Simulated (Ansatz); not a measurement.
## Electronic structure of AlF₃ (triplet) in real space

The calculation's input:

```
crystal:
  periodic: [false, false, false]
  atoms:
    - {symbol: Al, position_ang: [-0.998553, 0.998990, -0.169482]}
    - {symbol: F, position_ang: [-2.285738, 0.666477, 0.809404]}
    - {symbol: F, position_ang: [-0.326280, -0.527239, -0.851211]}
    - {symbol: F, position_ang: [0.535391, 0.491882, 0.627969]}
basis:
  gaussian: {orbitals: def2-TZVPD}
output: {forces: true, orbitals: {seedname: orbitals}}
hamiltonian: {xc: pbe0}
magnetization: {spin_polarized: true, initial_magnetization: 2}
```

Command:

```sh
ansatz run input.yaml --threads 2 --pin off --max-ram 4350MiB --events-out events.jsonl --progress --plain --runs-dir runs
```

Geometry: r2SCAN-D4/def2-TZVP.

Computed with isolated molecule in a Gaussian basis; Kohn-Sham density functional theory, functional PBE0 (Ansatz).

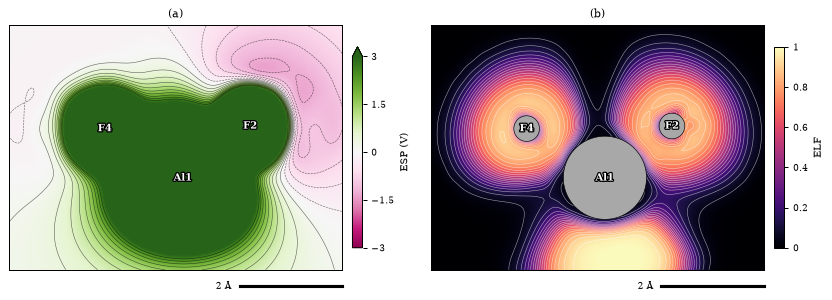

Figure 1. (a) molecular electrostatic potential; (b) ELF on the plane of atoms F2, Al1 and F4. Grey discs cover the atomic cores in the ELF map.

Q: What do the fields say about this system?

A: The section cuts through Al and F sites.
Al–F (1.65 Å): the ELF peaks at about 0.85 in the valence shell of F, 0.5 Å from its nucleus, and is about 0.35 at the midpoint.
Al–F (1.80 Å): the ELF peaks at about 0.85 in the valence shell of F, 0.5 Å from its nucleus, and is about 0.30 at the midpoint.
The ELF also peaks beside F2 and F4, away from the bonds: non-bonding electrons, paired or unpaired.
Outside the dense part of the molecule the potential is most negative (−1.4 V) near F2.

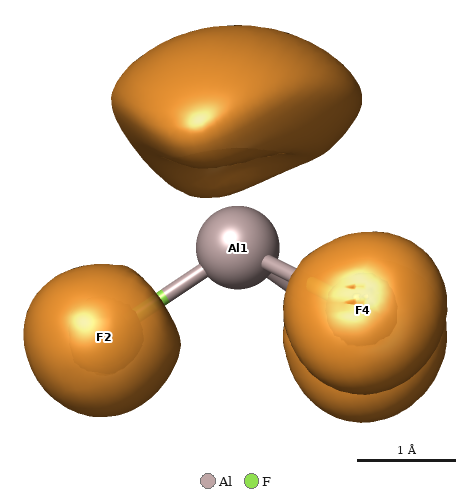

Figure 2. Isosurface of the ELF at 0.75 (orange), seen from one side. Core shells and regions of very low density are left out.

Q: What do the ELF domains correspond to?

A: The ELF exceeds this value in one lobe on Al, pointing away from the bonds (non-bonding electrons) and three regions wrapped around F (the valence shell of each).

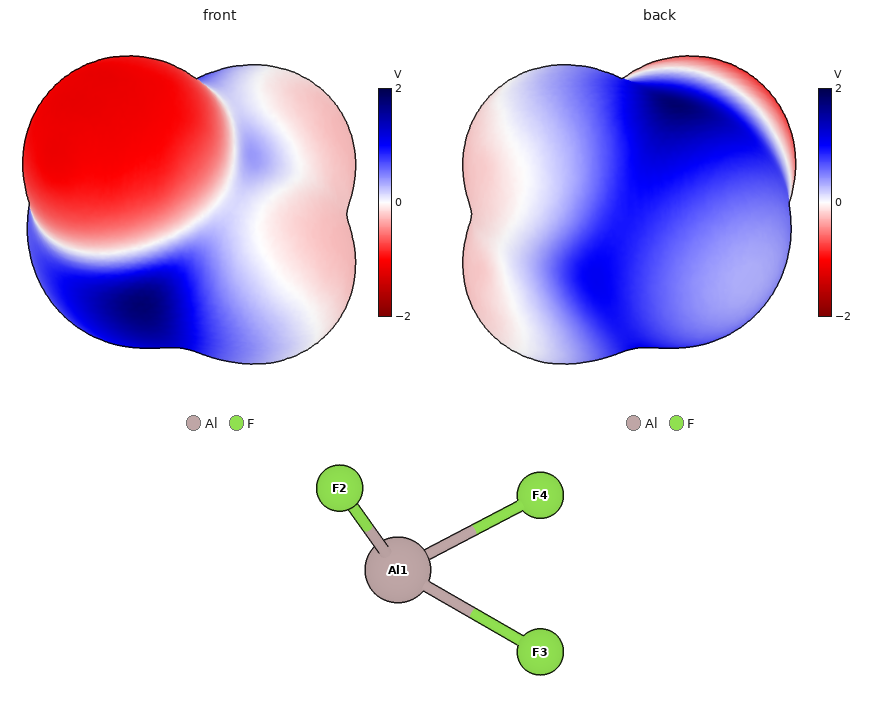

Figure 3. The electrostatic potential painted on the density surface at 0.001 e/bohr³, seen from the front and from behind; the colour scale runs from red (negative) to blue (positive). The bare structure is drawn below in the same view.

Q: Describe the electrostatic potential map.

A: The most negative region (about −1.1 V) lies over F2, the most positive (about +1.8 V) over Al1.

Q: What dipole moment does the calculation give?

A: Its dipole moment is 1.68 D.

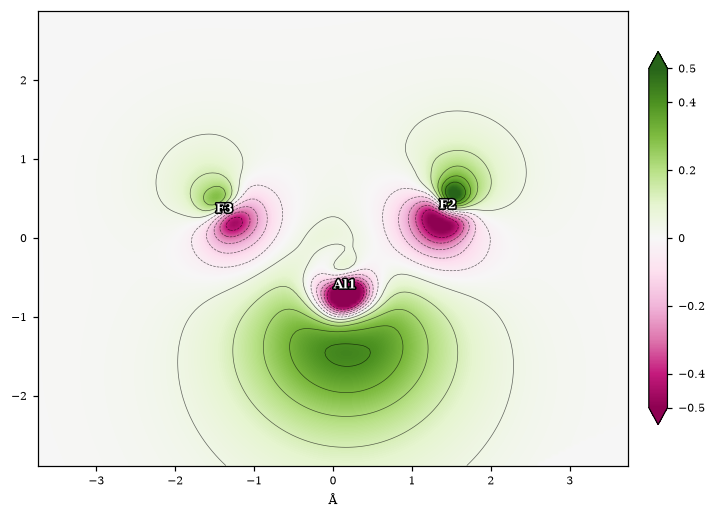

Figure 4. The HOMO (α) on the plane of atoms F2, Al1 and F3 (values in Å⁻³ᐟ²; the overall sign is arbitrary).

Q: What is the character of this orbital?

A: Its weight (Hirshfeld) is mainly on Al1 (about 85 %) and F2 (about 5 %). Its energy is −6.81 eV.
